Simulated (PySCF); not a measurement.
C3H10O2SSi2

Input file:

```
{"job": {"xc": "KT2", "basis": "pcSseg-1", "solvent": "acetonitrile", "kind": "nmr", "pop": true}, "charge": 0, "multiplicity": 1}
C      2.110918    -1.609399    -0.236109
S      2.236602     0.207801    -0.347841
Si     0.160280     0.740905    -0.295442
C     -0.073542     2.542893    -0.793373
C     -0.691398     0.220328     1.358309
O     -1.624139    -0.797207     1.040679
Si    -1.781888    -1.253907    -0.509295
O     -0.672342    -0.283991    -1.249327
H      1.710191    -1.889687     0.732725
H      3.116621    -1.998030    -0.351941
H      1.470468    -1.970720    -1.033821
H      0.514623     3.188356    -0.151502
H      0.259818     2.699510    -1.813256
H     -1.113109     2.844884    -0.726767
H      0.002055    -0.181490     2.102948
H     -1.236700     1.040266     1.833069
H     -1.321156    -2.619642    -0.692094
H     -3.076062    -0.874552    -1.042179
```

Launched as:

```sh
OMP_NUM_THREADS=1 python ens_run.py task.json out
```

Geometry: GFN2-xTB.

Level of theory: KT2/pcSseg-1, SCF density, in a acetonitrile solvent model, non-relativistic in PySCF 2.14.0.

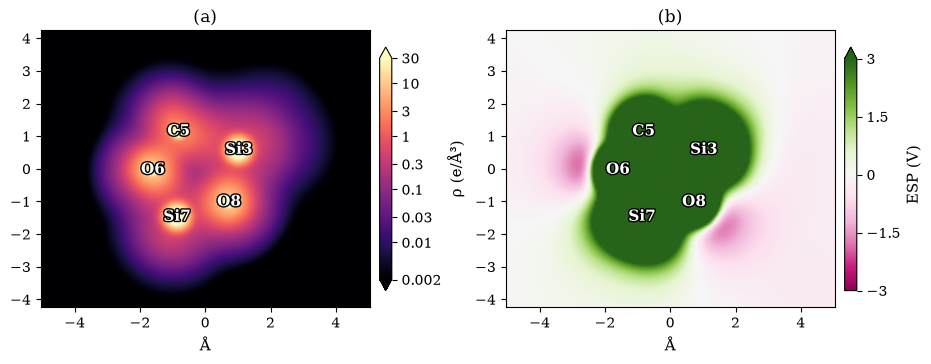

Figure 1. (a) total electron density; (b) molecular electrostatic potential on the plane of atoms Si3, O8 and Si7.

### What does the map show?

- The plane passes through Si, C and O nuclei.
- C–O (1.42 Å): ρ at the midpoint is about 1.9 e/Å³, with its minimum of 1.7 e/Å³ about 0.5 Å from C.
- Si–O (1.62 Å): ρ at the midpoint is about 1.2 e/Å³.
- C–Si (1.93 Å): the density is about 0.91 e/Å³ at the midpoint.
- Outside the dense part of the molecule the potential is most negative (−1.8 V) near O6.

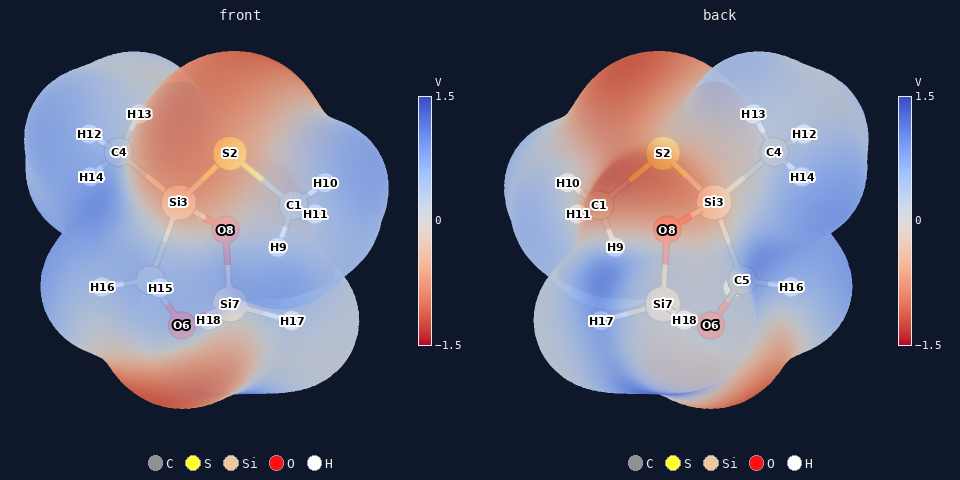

Figure 2. The electrostatic potential painted on the density surface at 0.001 e/bohr³, seen from the front and from behind; red is negative and blue positive.

### Which sites attract a positive test charge, and which a negative one?

A positive charge is drawn to the negative regions and a negative charge to the positive ones. The most negative region (about −1.1 V, or −25 kcal/mol for a unit charge) lies over S2, O6 and O8, the most positive (about +1.1 V, or +25 kcal/mol for a unit charge) over Si7.

### What dipole moment does the calculation give?

Its dipole moment is 1.08 D.
